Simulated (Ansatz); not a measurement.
**doublet HCl+ at 6 levels**

We compute a comparison of 6 runs (U-r2SCAN0/3-21G, UB3LYP/3-21G, UCAM-B3LYP/3-21G, U-revPBE/6-31G*, RPA@PBE/3-21G, UMP2/3-21G) of doublet HCl+. 

The calculation is run with Ansatz 0.2.0.

56 further runs of the same task are left out: 2 that didn't finish, 54 set aside as unsound or not needed.

**1. Starting point**

The species is HCl+ (2 atoms), meant as a doublet with charge +1. SMILES of the parent species: `Cl`. The shape is that of a PBE0-D4/def2-TZVP optimisation. That shape belongs to the parent species and isn't relaxed for this state.

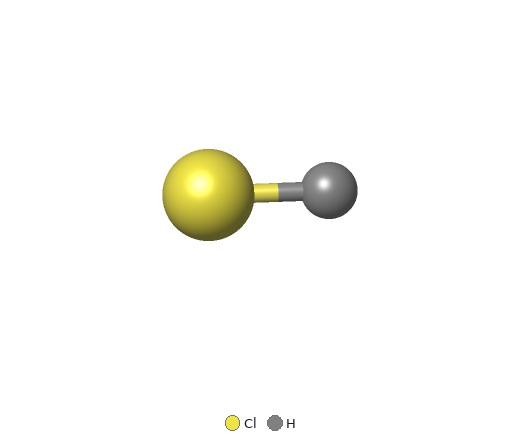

Viewed from a chosen angle; chlorine yellow, hydrogen grey.

**2. A single-point energy at U-r2SCAN0/3-21G (run 1)**

The input, job.yaml:

```yaml
basis:
  gaussian:
    orbitals: 3-21G.json
crystal:
  periodic: [false, false, false]
  atoms:
    - symbol: Cl
      position_ang: [0.546000, -0.178500, 0.280800]
    - symbol: H
      position_ang: [-0.546000, 0.178500, -0.280800]
hamiltonian:
  xc: {name: r2SCAN0}
magnetization:
  spin_polarized: true
  initial_magnetization: 1
total_charge: 1
accuracy: high
```

The basis set 3-21G is read from a file made from the Basis Set Exchange's data (not shown).

Command:

```bash
$ ansatz run job.yaml --threads 1 --pin off --max-ram 2610MiB --events-out events.jsonl --progress --plain --runs-dir runs
```

What it wrote:

```text
Warning: RAYON_NUM_THREADS=1 ignored (pool sized by the plan → 1); use --threads N
Functional definition: r2SCAN0
  name "r2SCAN0"
  parameter a = 0.25
  parameter k0 = 0.174
  parameter k1 = 0.065
  parameter a1 = 4.9479
  exchange = (1 - a)*r2scan_x(k0 = k0, k1 = k1, a1 = a1) + a*exact_x
  correlation = r2scan_c
258 factors; integrals over basis functions are off by at most 4.2e-9 eV
mean field evaluation 1: about -12463.3328 eV, gradient 1.1e1 eV
mean field evaluation 2: about -12463.8108 eV, gradient 7.1e0 eV
mean field evaluation 4: about -12464.0755 eV, gradient 1.4e-1 eV
mean field evaluation 8: about -12464.0713 eV, gradient 2.0e-3 eV
mean field evaluation 16: about -12464.0713 eV, gradient 3.3e-8 eV
mean field -12464.07125108 eV, -458.0461700261 hartree, gradient 4.0e-8 eV, S^2 0.751229; 0 other end points of the search recorded, 0 dependent functions left out
reference -12464.07125150 eV, -458.0461700419 hartree; 9, 8 occupied and 6, 7 virtual orbitals, 258 factors
Total energy: -12464.07125150 eV, -458.0461700419 hartree
```

Run time: 1.6 s. Hardware: 1 thread of Arm Neoverse V2, shared host; peak memory 0.13 GiB.

**3. The energy at UB3LYP/3-21G (run 2)**

The input, in.yaml:

```yaml
basis:
  gaussian:
    orbitals: 3-21G.json
crystal:
  periodic: [false, false, false]
  atoms:
    - symbol: Cl
      position_ang: [0.546000, -0.178500, 0.280800]
    - symbol: H
      position_ang: [-0.546000, 0.178500, -0.280800]
total_charge: 1
magnetization:
  spin_polarized: true
  initial_magnetization: 1
hamiltonian:
  xc: {name: B3LYP}
accuracy: high
```

The basis set 3-21G is read from a file made from the Basis Set Exchange's data (not shown).

Command:

```bash
$ ansatz run in.yaml --threads 1 --pin off --max-ram 2610MiB --events-out events.jsonl --progress --plain --runs-dir runs
```

What it wrote:

```text
Warning: RAYON_NUM_THREADS=1 ignored (pool sized by the plan → 1); use --threads N
Functional definition: B3LYP
  name "B3LYP"
  parameter a0 = 0.2
  parameter ax = 0.72
  parameter ac = 0.81
  exchange = (1 - a0 - ax)*slater_x + ax*b88_x + a0*exact_x
  correlation = (1 - ac)*vwn_rpa_c + ac*lyp_c
258 factors; integrals over basis functions are off by at most 4.2e-9 eV
mean field evaluation 1: about -12464.9168 eV, gradient 1.3e1 eV
mean field evaluation 2: about -12465.3691 eV, gradient 1.0e1 eV
mean field evaluation 4: about -12465.9449 eV, gradient 1.7e-1 eV
mean field evaluation 8: about -12465.9370 eV, gradient 1.6e-3 eV
mean field evaluation 16: about -12465.9370 eV, gradient 3.2e-8 eV
mean field -12465.93696699 eV, -458.1147338212 hartree, gradient 3.2e-8 eV, S^2 0.750769; 0 other end points of the search recorded, 0 dependent functions left out
reference -12465.93698694 eV, -458.1147345545 hartree; 9, 8 occupied and 6, 7 virtual orbitals, 258 factors
Total energy: -12465.93698694 eV, -458.1147345545 hartree
```

Wall time 0.58 s (1 thread of Arm Neoverse V2, shared host).

Run 3 isn't shown in full; the table further down has it.

**4. The energy at U-revPBE/6-31G(d) (spherical functions) (run 4)**

The input, in.yaml:

```yaml
crystal:
  periodic: [false, false, false]
  atoms:
    - {symbol: Cl, position_ang: [0.546000, -0.178500, 0.280800]}
    - {symbol: H, position_ang: [-0.546000, 0.178500, -0.280800]}
basis:
  gaussian: {orbitals: 6-31G_st_-spherical.json}
accuracy: high
hamiltonian: {xc: {name: revPBE}}
magnetization: {spin_polarized: true, initial_magnetization: 1}
total_charge: 1
```

The basis set 6-31G* is read from a file made from the Basis Set Exchange's data (not shown).

Command:

```bash
$ ansatz run in.yaml --threads 1 --pin off --max-ram 2610MiB --events-out events.jsonl --progress --plain --runs-dir runs
```

What it wrote:

```text
Warning: RAYON_NUM_THREADS=1 ignored (pool sized by the plan → 1); use --threads N
Functional definition: revPBE
  name "revPBE"
  parameter kappa = 1.245
  parameter beta = 0.06672455060314922
  exchange = pbe_x(kappa = kappa, mu = beta*pi^2/3)
  correlation = pbe_c(beta = beta)
319 factors; integrals over basis functions are off by at most 3.1e-9 eV
mean field evaluation 1: about -12522.3563 eV, gradient 1.3e1 eV
mean field evaluation 2: about -12522.7157 eV, gradient 1.1e1 eV
mean field evaluation 4: about -12523.4477 eV, gradient 2.8e-1 eV
mean field evaluation 8: about -12523.4393 eV, gradient 5.9e-4 eV
mean field evaluation 16: about -12523.2838 eV, gradient 4.9e0 eV
mean field -12523.43933318 eV, -460.2279068022 hartree, gradient 3.5e-8 eV, S^2 0.752407; 1 other end points of the search recorded, 0 dependent functions left out
reference -12523.43933529 eV, -460.2279068799 hartree; 9, 8 occupied and 11, 12 virtual orbitals, 319 factors
Total energy: -12523.43933529 eV, -460.2279068799 hartree
```

It took 0.9 s on 1 thread of Arm Neoverse V2, shared host.

Run 5 isn't shown in full; the table further down has it.

**5. A single-point energy at UMP2/3-21G (run 6)**

The input, molecule.yaml:

```yaml
crystal:
  periodic: [false, false, false]
  atoms:
    - symbol: Cl
      position_ang: [0.546000, -0.178500, 0.280800]
    - symbol: H
      position_ang: [-0.546000, 0.178500, -0.280800]
basis:
  gaussian:
    orbitals: 3-21G.json
total_charge: 1
magnetization:
  spin_polarized: true
  initial_magnetization: 1
correlation:
  method: mp2
  frozen_orbitals: {Cl: 5, H: 0}
accuracy: high
```

The basis set 3-21G is read from a file made from the Basis Set Exchange's data (not shown).

Command:

```bash
$ ansatz run molecule.yaml --threads 1 --pin off --max-ram 2610MiB --events-out events.jsonl --progress --plain --runs-dir runs
```

What it wrote:

```text
Warning: RAYON_NUM_THREADS=1 ignored (pool sized by the plan → 1); use --threads N
Functional definition: HF
  name "HF"
  exchange = exact_x
  correlation = 0
258 factors; integrals over basis functions are off by at most 4.2e-9 eV
mean field evaluation 1: about -12446.9955 eV, gradient 7.9e0 eV
mean field evaluation 2: about -12446.9977 eV, gradient 7.8e0 eV
mean field evaluation 4: about -12447.3843 eV, gradient 3.3e-1 eV
mean field evaluation 8: about -12447.3854 eV, gradient 7.3e-7 eV
mean field evaluation 16: about -12447.3856 eV, gradient 1.6e-4 eV
mean field -12447.38541393 eV, -457.4329768212 hartree, gradient 1.2e-8 eV, S^2 0.752506; 2 other end points of the search recorded, 0 dependent functions left out
5 core orbitals not correlated: weight in the atoms' cores, before any rotation towards them, 1.000 or more for the frozen orbitals, at most 0.000 for the correlated occupied ones
reference -12447.38541393 eV, -457.4329768212 hartree; 4, 3 occupied and 6, 7 virtual orbitals, 258 factors
second order -1.03202845 eV of doubles, -0.00000000 eV of singles
Total energy: -12448.41744238 eV, -457.4709031671 hartree
```

Run time: 0.1 s. Hardware: 1 thread of Arm Neoverse V2, shared host.

**6. All runs side by side**

```
run                                  level  frozen core orbitals  energy (Eh)   ⟨S²⟩  wall time
  1                        U-r2SCAN0/3-21G                     –  -458.046170  0.751      1.6 s
  2                           UB3LYP/3-21G                     –  -458.114735  0.751     0.58 s
  3                       UCAM-B3LYP/3-21G                     –  -458.108562  0.751     0.72 s
  4  U-revPBE/6-31G* (spherical functions)                     –  -460.227907  0.752      0.9 s
  5                          RPA@PBE/3-21G                     5  -457.517303  0.751     0.86 s
  6                             UMP2/3-21G                     5  -457.470903  0.753      0.1 s
```

**7. What came out**

```
                                          quantity          value
                               run 6: total energy  -457.47090 Eh
run 6: correlation energy (5 core orbitals frozen)      -37.9 mEh
          run 6: ⟨S²⟩ of the reference determinant          0.753
```

What this shows: Totals of different functionals can't be ranked against each other. All runs together took 4.7 s, the longest 1.6 s.
